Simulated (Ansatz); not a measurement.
**KSrCeSbO6 (F-43m): the equilibrium volume**

Aim: the volume at which the pressure of KSrCeSbO6 (F-43m) vanishes.

Method: DFT PBEsol+U (U_eff = 5 eV on Ce 4f), scalar-relativistic, plane waves, PAW, in Ansatz 0.2.0.

4 further runs of the same task are left out: 4 set aside as unsound or not needed.

**1. The starting structure**

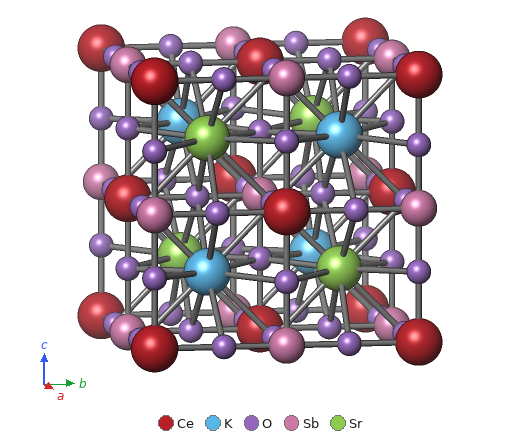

The starting structure, seen slightly off an axis (cerium red, potassium blue, oxygen purple, antimony pink, strontium green). Atoms on the faces are drawn again on the opposite ones. The cell drawn here is the conventional one.

As a file:

```cif
data_structure
_symmetry_space_group_name_H-M 'F-43m'
_symmetry_Int_Tables_number 216
_cell_length_a 8.4924
_cell_length_b 8.4924
_cell_length_c 8.4924
_cell_angle_alpha 90.000
_cell_angle_beta 90.000
_cell_angle_gamma 90.000
_cell_volume 612.49
loop_
_atom_site_label
_atom_site_type_symbol
_atom_site_symmetry_multiplicity
_atom_site_Wyckoff_symbol
_atom_site_fract_x
_atom_site_fract_y
_atom_site_fract_z
_atom_site_occupancy
Ce1 Ce 4 a 0.00000 0.00000 0.00000 1
K1 K 4 d 0.25000 0.25000 0.75000 1
O1 O 24 f 0.26259 0.00000 0.00000 1
Sb1 Sb 4 b 0.50000 0.00000 0.00000 1
Sr1 Sr 4 c 0.25000 0.25000 0.25000 1
```

**2. At the starting volume (PBEsol+U, 4×4×4 mesh)**

Input file input.yaml:

```yaml
crystal:
  lattice:
    - [0.0, 4.24622469, 4.24622469]
    - [4.24622469, 0.0, 4.24622469]
    - [4.24622469, 4.24622469, 0.0]
  atoms:
    - { symbol: Ce, position: [0.0, 0.0, 0.0] }
    - { symbol: K, position: [0.25, 0.25, 0.25] }
    - { symbol: O, position: [0.73740685, 0.26259315, 0.26259315] }
    - { symbol: O, position: [0.26259315, 0.73740685, 0.73740685] }
    - { symbol: O, position: [0.26259315, 0.73740685, 0.26259315] }
    - { symbol: O, position: [0.73740685, 0.26259315, 0.73740685] }
    - { symbol: O, position: [0.26259315, 0.26259315, 0.73740685] }
    - { symbol: O, position: [0.73740685, 0.73740685, 0.26259315] }
    - { symbol: Sb, position: [0.5, 0.5, 0.5] }
    - { symbol: Sr, position: [0.75, 0.75, 0.75] }
basis:
  ecutwfc: 420
kpoints:
  mp_grid: { grid: [4, 4, 4] }
hamiltonian:
  xc: pbesol
  hubbard: { sites: [{ species: Ce, l: f, u_eff: 5.0 }] }
scf:
  occupations: { method: gaussian, width: 0.1 }
output:
  forces: true
  stress: true
  eigenvalues: true
```

The run is started by

```console
> ansatz run input.yaml --threads 8 --pin off --max-ram 14336MiB --backend cpu --events-out ev --progress --plain --runs-dir out
```

Output (excerpt; [...] marks lines left out):

```text
Warning: RAYON_NUM_THREADS=8 ignored (pool sized by the plan → 8); use --threads N
Ce: projections on atomic orbitals take those of the free atom [Kr 4d10] 4f1 5s2 5p6 5d1 6s2, of charge +0.00 (hamiltonian.pseudopotentials.projection_atoms); the dataset's partial waves leave at most 1.4e-5 of an orbital's norm unspanned inside its sphere
K: projections on atomic orbitals take those of the free atom [Ne] 3s2 3p6 4s1, of charge +0.00 (hamiltonian.pseudopotentials.projection_atoms); the dataset's partial waves leave at most 2.3e-7 of an orbital's norm unspanned inside its sphere
O: projections on atomic orbitals take those of the free atom [He] 2s2 2p4, of charge +0.00 (hamiltonian.pseudopotentials.projection_atoms); the dataset's partial waves leave at most 1.9e-8 of an orbital's norm unspanned inside its sphere
Sb: projections on atomic orbitals take those of the free atom [Kr] 4d10 5s2 5p3, of charge +0.00 (hamiltonian.pseudopotentials.projection_atoms); the dataset's partial waves leave at most 3.6e-6 of an orbital's norm unspanned inside its sphere
Sr: projections on atomic orbitals take those of the free atom [Ar 3d10] 4s2 4p6 5s2, of charge +0.00 (hamiltonian.pseudopotentials.projection_atoms); the dataset's partial waves leave at most 2.8e-6 of an orbital's norm unspanned inside its sphere
[...]
Pseudopotentials: kind: paw
Pseudopotential: Ce, paw, valence charge 12, recommended cutoff 420 eV (normal), Ce.paw.azcp
[...]
Crystal: 10 atoms, lattice volume = 153.122 Å³
Basis set: ecut = 420 eV, 2975 PW (Γ), exchange–correlation on 90×90×90 points (8 copies of the dense FFT grid, shifted against one another)
Bands: 51, of which v1, the nominal top of the filled ones, is band 41 counted from 1 (40 counted from 0)
Symmetry: 24 space group operations
Space group: F-43m (ITA 216), of the structure as read, at distance tolerance 5.3e-5 Å
k-points: 8 of 64 (time reversal used)
[...]
SCF iter   1: F=—  HF=-21279.116249 eV  |F-HF|=—  |Δ(HF+E_count)|=         —  Δρ=1.17e-1  dr2=1.36e1  ethr=3.10e-3  ⟨swp⟩=9.1  Hψ=2168  notcnv=0
[...]
SCF iter  10: F=-21273.330128 eV  HF=-21273.330128 eV  |F-HF|=2.04e-8  |Δ(HF+E_count)|=   7.42e-7  Δρ=5.41e-6  dr2=6.23e-8  ethr=1.22e-10  ⟨swp⟩=14.5  Hψ=2793  notcnv=0
[...]
SCF converged after 10 iterations
Free energy (F): -21273.330128 eV
[...]
E sigma→0 (E₀):  -21273.330128 eV
Fermi energy:    8.877765 eV
[...]
--- Forces (eV/Å), atoms counted from 1 ---
  atom   1  Ce     0.00000000    -0.00000000     0.00000000
  atom   2  K      0.00000000    -0.00000000    -0.00000000
  atom   3  O      0.06484191    -0.00000000     0.00000000
  atom   4  O     -0.06484191     0.00000000    -0.00000000
  atom   5  O      0.00000000     0.06484191    -0.00000000
  atom   6  O     -0.00000000    -0.06484191     0.00000000
  atom   7  O      0.00000000    -0.00000000     0.06484191
  atom   8  O     -0.00000000     0.00000000    -0.06484191
[...]
--- Stress (GPa, compression-positive) ---
       -5.453886       0.000000      -0.000000
        0.000000      -5.453886       0.000000
       -0.000000       0.000000      -5.453886
  P = ⅓ Tr σ = -5.4539 GPa (-54.539 kbar)
--- Band table (eV; the first three rows and the last of 8) ---
[...]
Occupation matrices written to <dir>
```

Run time: 2 s. Hardware: 8 threads of Arm Neoverse V2, shared host; peak memory 0.76 GiB.

In short: volume 15.312 Å³/atom, pressure -5.45 GPa, mesh gap 2.25 eV.

**3. Relaxing cell and atoms**

input.yaml, as its differences from that of step 2:

```diff
@@ -19,3 +19,3 @@
 kpoints:
-  mp_grid: { grid: [4, 4, 4] }
+  mp_grid: { grid: [6, 6, 6] }
 hamiltonian:
@@ -24,3 +24,3 @@
 scf:
-  occupations: { method: gaussian, width: 0.1 }
+  occupations: { method: gaussian, width: 0.02 }
 output:
@@ -29 +29,6 @@
   eigenvalues: true
+relax:
+  adjacent_minimum: "off"
+  f_tol: 0.005
+  max_steps: 80
+  cell: { stress_tol: 0.05 }
```

The run is started by

```console
> ansatz run input.yaml --threads 8 --pin off --max-ram 14336MiB --backend cpu --events-out ev --progress --plain --runs-dir out
```

Output:

```text
Warning: RAYON_NUM_THREADS=8 ignored (pool sized by the plan → 8); use --threads N
Ce: projections on atomic orbitals take those of the free atom [Kr 4d10] 4f1 5s2 5p6 5d1 6s2, of charge +0.00 (hamiltonian.pseudopotentials.projection_atoms); the dataset's partial waves leave at most 1.4e-5 of an orbital's norm unspanned inside its sphere
K: projections on atomic orbitals take those of the free atom [Ne] 3s2 3p6 4s1, of charge +0.00 (hamiltonian.pseudopotentials.projection_atoms); the dataset's partial waves leave at most 2.3e-7 of an orbital's norm unspanned inside its sphere
O: projections on atomic orbitals take those of the free atom [He] 2s2 2p4, of charge +0.00 (hamiltonian.pseudopotentials.projection_atoms); the dataset's partial waves leave at most 1.9e-8 of an orbital's norm unspanned inside its sphere
Sb: projections on atomic orbitals take those of the free atom [Kr] 4d10 5s2 5p3, of charge +0.00 (hamiltonian.pseudopotentials.projection_atoms); the dataset's partial waves leave at most 3.6e-6 of an orbital's norm unspanned inside its sphere
Sr: projections on atomic orbitals take those of the free atom [Ar 3d10] 4s2 4p6 5s2, of charge +0.00 (hamiltonian.pseudopotentials.projection_atoms); the dataset's partial waves leave at most 2.8e-6 of an orbital's norm unspanned inside its sphere
Engine: ansatz 0.2.0, aarch64-unknown-linux-gnu
[... 2 set-up lines as earlier in the session ...]
Pseudopotential: K, paw, valence charge 9, recommended cutoff 420 eV (normal), K.paw.azcp
Pseudopotential: O, paw, valence charge 6, recommended cutoff 420 eV (normal), O.paw.azcp
Pseudopotential: Sb, paw, valence charge 15, recommended cutoff 420 eV (normal), Sb.paw.azcp
Pseudopotential: Sr, paw, valence charge 10, recommended cutoff 420 eV (normal), Sr.paw.azcp
Functional definition: PBEsol
  exchange = pbesol_x
  correlation = pbesol_c
Crystal: 10 atoms, lattice volume = 153.122 Å³
Basis set: ecut = 420 eV, 2975 PW (Γ), exchange–correlation on 90×90×90 points (8 copies of the dense FFT grid, shifted against one another)
Bands: 51, of which v1, the nominal top of the filled ones, is band 41 counted from 1 (40 counted from 0)
[... 2 set-up lines as earlier in the session ...]
k-points: 16 of 216 (time reversal used)
Non-local potential: Ce, projectors of the file, l = 0: 3, l = 1: 2, l = 2: 2, l = 3: 3
Non-local potential: K, projectors of the file, l = 0: 3, l = 1: 2, l = 2: 2
Non-local potential: O, projectors of the file, l = 0: 2, l = 1: 2, l = 2: 1
Non-local potential: Sb, projectors of the file, l = 0: 2, l = 1: 2, l = 2: 2, l = 3: 2
Non-local potential: Sr, projectors of the file, l = 0: 3, l = 1: 2, l = 2: 2
PAW form: soft (Blöchl's): semilocal exchange-correlation on the pseudo side does not see the compensation charge
PAW frozen core: Ce, regenerated for the run's functional, and the local potential with it (the file was generated under x = pbe(κ = 0.804, μ = 0.2195149727645171), c = pbe(β = 0.06672455060314922))
PAW frozen core: K, regenerated for the run's functional, and the local potential with it (the file was generated under x = pbe(κ = 0.804, μ = 0.2195149727645171), c = pbe(β = 0.06672455060314922))
PAW frozen core: O, regenerated for the run's functional, and the local potential with it (the file was generated under x = pbe(κ = 0.804, μ = 0.2195149727645171), c = pbe(β = 0.06672455060314922))
PAW frozen core: Sb, regenerated for the run's functional, and the local potential with it (the file was generated under x = pbe(κ = 0.804, μ = 0.2195149727645171), c = pbe(β = 0.06672455060314922))
PAW frozen core: Sr, regenerated for the run's functional, and the local potential with it (the file was generated under x = pbe(κ = 0.804, μ = 0.2195149727645171), c = pbe(β = 0.06672455060314922))
PAW one-centre angular grid: Ce, 590 points (default); XC on 64 Gauss nodes
PAW one-centre angular grid: K, 110 points (default); XC on 64 Gauss nodes
PAW one-centre angular grid: O, 110 points (default); XC on 64 Gauss nodes
PAW one-centre angular grid: Sb, 590 points (default); XC on 64 Gauss nodes
PAW one-centre angular grid: Sr, 110 points (default); XC on 64 Gauss nodes
Initial density: superposition of atomic densities (chi_scale 0.1, normalization cell, long waves of neutral atoms under a Hubbard term (reshape's long-wave potential 0.01 eV rms, cloud 2.70 Å wide))
Initial wavefunctions: pseudopotential atomic-orbital guess
Functional: x = pbesol(κ = 0.804, μ = 0.12345679012345678), c = pbesol(β = 0.046)
SCF iter   1: F=—  HF=-21279.113841 eV  |F-HF|=—  |Δ(HF+E_count)|=         —  Δρ=1.17e-1  dr2=1.36e1  ethr=3.10e-3  ⟨swp⟩=9.4  Hψ=4369  notcnv=0
preconditioner: auto → Resta (q_TF=auto, 2.459 Å⁻¹)  ε∞=3.6  [insulator: Δε(μ)=3.485 eV  Ē_g=16.293 eV  σ=0.020 eV  W_gap=1.00  n_scr=50 (ndim 8)  ℏωp=26.2 eV  f_vac=0.000  D(μ)=0.00/eV (n_scr^D=0)  ε∞_Penn≈3.6]
SCF iter   2: F=—  HF=-21274.199784 eV  |F-HF|=—  |Δ(HF+E_count)|=    4.91e0  Δρ=5.21e-2  dr2=2.71e0  ethr=3.10e-3  ⟨swp⟩=5.0  Hψ=2063  notcnv=0  defer=43
SCF iter   3: F=—  HF=-21273.332203 eV  |F-HF|=—  |Δ(HF+E_count)|=   8.68e-1  Δρ=1.33e-2  dr2=1.76e-1  ethr=3.10e-3  ⟨swp⟩=3.6  Hψ=1714  notcnv=0  defer=43
SCF iter   4: F=—  HF=-21273.338257 eV  |F-HF|=—  |Δ(HF+E_count)|=   6.05e-3  Δρ=8.50e-3  dr2=8.24e-2  ethr=2.15e-4  ⟨swp⟩=2.9  Hψ=1764  notcnv=0  defer=44
SCF iter   5: F=—  HF=-21273.334353 eV  |F-HF|=—  |Δ(HF+E_count)|=   3.90e-3  Δρ=4.49e-3  dr2=4.03e-2  ethr=1.01e-4  ⟨swp⟩=3.2  Hψ=1460  notcnv=0  defer=44
SCF iter   6: F=—  HF=-21273.343822 eV  |F-HF|=—  |Δ(HF+E_count)|=   9.47e-3  Δρ=6.81e-3  dr2=9.38e-2  ethr=4.92e-5  ⟨swp⟩=4.6  Hψ=1750  notcnv=0  defer=44  recentre
SCF iter   7: F=—  HF=-21273.329229 eV  |F-HF|=—  |Δ(HF+E_count)|=   1.46e-2  Δρ=5.63e-4  dr2=5.17e-4  ethr=4.92e-5  ⟨swp⟩=3.6  Hψ=1670  notcnv=0  defer=44
SCF iter   8: F=—  HF=-21273.329454 eV  |F-HF|=—  |Δ(HF+E_count)|=   2.25e-4  Δρ=1.95e-4  dr2=7.39e-5  ethr=6.30e-7  ⟨swp⟩=2.2  Hψ=1208  notcnv=0  defer=44
SCF iter   9: F=—  HF=-21273.329615 eV  |F-HF|=—  |Δ(HF+E_count)|=   1.61e-4  Δρ=4.86e-5  dr2=4.39e-6  ethr=9.01e-8  ⟨swp⟩=2.0  Hψ=1280  notcnv=0  defer=44
SCF iter  10: F=-21273.329616 eV  HF=-21273.329616 eV  |F-HF|=9.96e-9  |Δ(HF+E_count)|=   5.77e-7  Δρ=5.42e-6  dr2=6.50e-8  ethr=1.22e-10  ⟨swp⟩=15.3  Hψ=5643  notcnv=0
SCF 1 converged in 10 iterations: F = -21273.329616 eV  dr2 = 6.50e-8
relax step   1: F+E_penalty+E_count = -21273.32961555 eV  Δ(F+E_penalty+E_count) = +0.000e0 eV  max|allowed force component| = 6.467e-2 eV/Å  Δτ_max = 0.0000 Å  P = -5.452 GPa  Ω = 153.122 Å³  (10 SCF iters, dr2 threshold 1.00e-7 eV, accepted)
[... from here on, the SCF cycles and remarks between the steps are left out ...]
relax step   2: F+E_penalty+E_count = -21273.41329387 eV  Δ(F+E_penalty+E_count) = -8.368e-2 eV  max|allowed force component| = 5.141e-1 eV/Å  Δτ_max = 0.0142 Å  P = +3.346 GPa  Ω = 143.835 Å³  energy of the carried Pulay correction = +3.155e-2 eV  (7 SCF iters, dr2 threshold 1.00e-6 eV, accepted)
relax step   3: F+E_penalty+E_count = -21273.45555898 eV  Δ(F+E_penalty+E_count) = -4.227e-2 eV  max|allowed force component| = 3.102e-2 eV/Å  Δτ_max = 0.0139 Å  P = -0.288 GPa  Ω = 147.347 Å³  energy of the carried Pulay correction = +1.939e-2 eV  (7 SCF iters, dr2 threshold 1.00e-6 eV, accepted)
relax step   4: F+E_penalty+E_count = -21273.45676012 eV  Δ(F+E_penalty+E_count) = -1.201e-3 eV  max|allowed force component| = 5.067e-3 eV/Å  Δτ_max = 0.0007 Å  P = -0.028 GPa  Ω = 147.091 Å³  energy of the carried Pulay correction = +2.027e-2 eV  (5 SCF iters, dr2 threshold 2.08e-7 eV, accepted)
relax step   5: F+E_penalty+E_count = -21273.45685633 eV  Δ(F+E_penalty+E_count) = -9.621e-5 eV  max|allowed force component| = 1.901e-5 eV/Å  Δτ_max = 0.0001 Å  P = -0.000 GPa  Ω = 147.064 Å³  energy of the carried Pulay correction = +2.036e-2 eV  (6 SCF iters, dr2 threshold 1.60e-9 eV, accepted)
relax step   6: F+E_penalty+E_count = -21273.44019608 eV  Δ(F+E_penalty+E_count) = +1.666e-2 eV  max|allowed force component| = 2.195e-4 eV/Å  Δτ_max = 0.0000 Å  P = -0.196 GPa  Ω = 147.064 Å³  stress off target by 1.96e-1 GPa  SCF on the basis re-selected at this cell (its energy is not comparable with the rows above)  (6 SCF iters)
relax step   7: F+E_penalty+E_count = -21273.44098702 eV  Δ(F+E_penalty+E_count) = -7.909e-4 eV  max|allowed force component| = 7.076e-4 eV/Å  Δτ_max = 0.0001 Å  P = -0.000 GPa  Ω = 146.867 Å³  energy of the carried Pulay correction = +6.707e-4 eV  (5 SCF iters, dr2 threshold 9.57e-8 eV, accepted)
relax step   8: F+E_penalty+E_count = -21273.44054791 eV  Δ(F+E_penalty+E_count) = +4.391e-4 eV  max|allowed force component| = 7.265e-4 eV/Å  Δτ_max = 0.0000 Å  P = -0.004 GPa  Ω = 146.867 Å³  stress off target by 4.34e-3 GPa  SCF on the basis re-selected at this cell (its energy is not comparable with the rows above)  (6 SCF iters)
basis re-selected at this cell: Δ(F+E_penalty+E_count) = +4.391e-4 eV, ΔP = -0.004 GPa vs the last step (what re-selecting the basis moved, of the pressure what is left beyond the Pulay correction that the steps carried, after the strain that the cell walked since its last selection, with what the two solves' SCF thresholds leave and, on support functions, any second-order correction that the steps lacked; it is no measure of the basis error at this ecutwfc). This SCF's stress stands 4.34e-3 GPa from its target on what of the cell is left free (relax.cell.stress_tol is 5.00e-2 GPa) and its largest allowed force component is 7.26e-4 eV/Å (relax.f_tol is 5.00e-3 eV/Å): within both
SCF converged after 6 iterations
Free energy (F): -21273.440548 eV
Harris-Foulkes:  -21273.440548 eV  (|F-HF|=6.18e-11)
Internal energy: -21273.440548 eV  (E = F + TS)
E sigma→0 (E₀):  -21273.440548 eV
Fermi energy:    9.530667 eV
--- Per-component energies (eV) ---
  E_band       = -321.421896
  E_kinetic    = 2156.757814
  E_local      = -5236.871372  (includes V_loc(G=0)·N_el)
  E_nonlocal   = 803.360490
  E_hartree    = 1975.941826
  E_xc         = -1115.739600
  E_vxc        = -1248.438803  (∫ρ·V_xc dr)
  E_hubbard    = 1.751367  (on-site DFT+U / exact-exchange correction)
  E_vhub       = 1.615118  (the Hubbard potential's part of the band-sum identity)
  E_paw        = -14204.764978  (= ΣΔE_a)
  E_vpaw       = -749.743094  (= ΣTr[D̂ρ^β])
  E_aug_tail   = 0.014449  (compensation charges beyond the density's cutoff)
  E_ewald      = -5654.902658
  E_core_change = 1.012113  (= ΣΔE_core)
  E_smearing   = -0.000000  (= −TS)
  E_closure    = -0.000000  (closes the sum)
  Σ components = -21273.440548   (vs F -21273.440548, Δ=0.00e0)
--- Forces (eV/Å), atoms counted from 1 ---
  atom   1  Ce    -0.00000000    -0.00000000    -0.00000000
  atom   2  K      0.00000000    -0.00000000    -0.00000000
  atom   3  O      0.00072650     0.00000000     0.00000000
  atom   4  O     -0.00072650    -0.00000000    -0.00000000
  atom   5  O      0.00000000     0.00072650     0.00000000
  atom   6  O     -0.00000000    -0.00072650    -0.00000000
  atom   7  O      0.00000000     0.00000000     0.00072650
  atom   8  O     -0.00000000    -0.00000000    -0.00072650
  atom   9  Sb     0.00000000     0.00000000     0.00000000
  atom  10  Sr    -0.00000000     0.00000000     0.00000000
  max |Σ_I F_I| component: 5.60e-18 eV/Å
--- Stress (GPa, compression-positive) ---
       -0.004339      -0.000000      -0.000000
       -0.000000      -0.004339       0.000000
        0.000000       0.000000      -0.004339
  P = ⅓ Tr σ = -0.0043 GPa (-0.043 kbar)
--- Band table (eV; the first three rows and the last of 16) ---
  k-point 0: bands = ["-25.2475", "-25.1023", "-19.7718", "-19.7718", "-19.5486", "-19.5486", "-19.5486", "-19.0948", "-9.8569", "-9.8569", "-9.8569", "-9.4619", "-7.5221", "-7.5221", "-7.2762", "-7.2762", "-7.2762", "-6.0424", "-6.0424", "-6.0424", "-2.7637", "-2.7637", "-2.7637", "0.7657", "5.0607", "5.0607", "5.0607", "5.4116", "5.4116", "5.4116", "5.6074", "5.6074", "7.1737", "7.1737", "7.1737", "7.1863", "7.1863", "7.1863", "8.2685", "8.2685", "8.2685", "11.0953", "11.1254", "11.1254", "11.1254", "11.2102", "11.2102", "11.2102", "12.3346", "13.4966", "13.4966"]
[... 3 lines left out ...]
Occupation matrices written to <dir>
--- Relaxed structure (6 steps of the walk, 6 accepted, 2 SCFs on fresh bases) ---
  F+E_penalty+E_count = -21273.44054791 eV   max|allowed force component| = 7.265e-4 eV/Å   (the final SCF, on the basis selected at the relaxed cell)
  cell:  # Å, volume = 146.8674 Å³
    - [1.0229403155230777e-33, 4.187599395678873, 4.187599395678873]
    - [4.187599395678873, 3.4086645791059486e-33, 4.187599395678873]
    - [4.187599395678873, 4.187599395678873, 5.308284387722354e-33]
  atoms:
    - { symbol: Ce, position: [1.2383660593699651e-19, -8.042996055701814e-20, 3.9576647258213924e-20] }
    - { symbol: K, position: [0.25, 0.25, 0.25] }
    - { symbol: O, position: [0.7373603570814842, 0.2626396429185159, 0.2626396429185158] }
    - { symbol: O, position: [0.26263964291851605, 0.737360357081484, 0.737360357081484] }
    - { symbol: O, position: [0.2626396429185159, 0.7373603570814842, 0.2626396429185158] }
    - { symbol: O, position: [0.737360357081484, 0.26263964291851605, 0.737360357081484] }
    - { symbol: O, position: [0.2626396429185159, 0.2626396429185159, 0.7373603570814842] }
    - { symbol: O, position: [0.737360357081484, 0.737360357081484, 0.26263964291851605] }
    - { symbol: Sb, position: [0.5, 0.5, 0.5] }
    - { symbol: Sr, position: [0.75, 0.75, 0.75] }
```

Wall time 18 s (8 threads of Arm Neoverse V2, shared host); peak memory 0.89 GiB.

Relaxation path:

```
step  energy from step 1 (meV/atom)  largest force component (eV/Å)  pressure (GPa)  volume (Å³/atom)
   1                            0.0                           0.065           -5.45            15.312
   2                           -8.4                           0.514            3.35            14.383
   3                          -12.6                           0.031           -0.29            14.735
   4                          -12.7                           0.005           -0.03            14.709
   5                          -12.7                           0.000            0.00            14.706
   6                          -11.1                           0.000           -0.20            14.706
   7                          -11.1                           0.001            0.00            14.687
   8                          -11.1                           0.001            0.00            14.687
```

Step 1 is the start. Step 6 repeats a cell on a basis chosen anew, so the energy can jump there without a move. Step 8 repeats the geometry before it on a plane-wave basis chosen anew for the final cell, which leaves the energy as it was. The run keeps the 24 symmetry operations that it found, so it can't reach a distortion that breaks them.

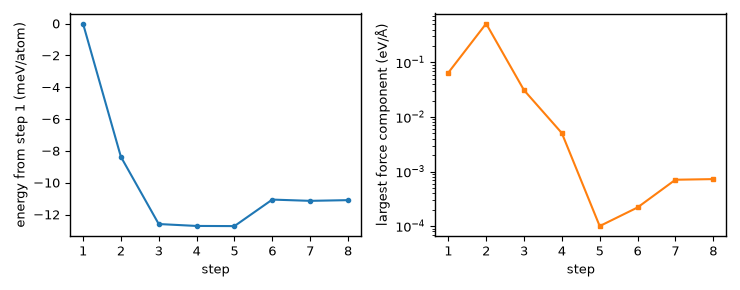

Energy (left) and largest force (right) by step.

Read off: volume 14.687 Å³/atom, pressure 0.00 GPa, mesh gap 2.52 eV.

**4. The cell, before and after**

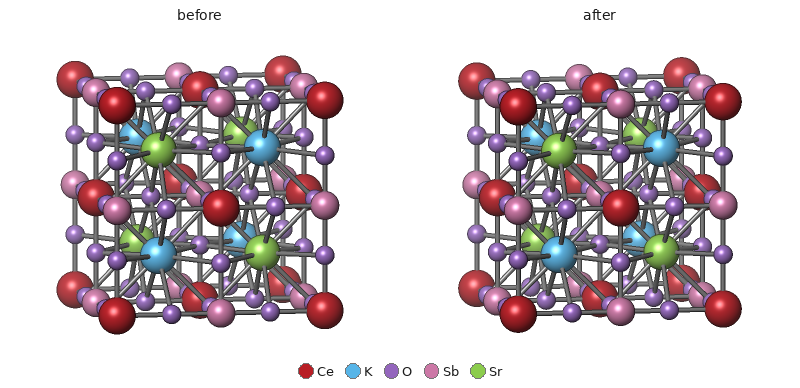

The structure before (left) and after (right), at one scale. Drawn in the start's conventional cell.

How the cell compares, before and after:

| cell as typed | before | after | change |
| --- | --- | --- | --- |
| a (Å) | 6.005 | 5.922 | -1.4 % |
| b (Å) | 6.005 | 5.922 | -1.4 % |
| c (Å) | 6.005 | 5.922 | -1.4 % |
| volume (Å³/atom) | 15.312 | 14.687 | -4.1 % |
| shortest distance (Å) | 2.016 | 1.988 | -1.4 % |
| space group | F-43m | F-43m | same |

**5. What came out**

| quantity | value |
| --- | --- |
| volume | 14.687 Å³/atom |
| pressure | 0.00 GPa |
| conventional cell | a = 8.375 Å, b = 8.375 Å, c = 8.375 Å, α = 90.00°, β = 90.00°, γ = 90.00° |
| gap on the mesh | 2.52 eV |

Over the 2 runs shown the cell moved from 15.31 to 14.69 Å³/atom, a change of -4.1 %, where the pressure is zero within 0.01 GPa. Spin–orbit coupling is left out, though the cell holds Ce; it splits the 4f levels.
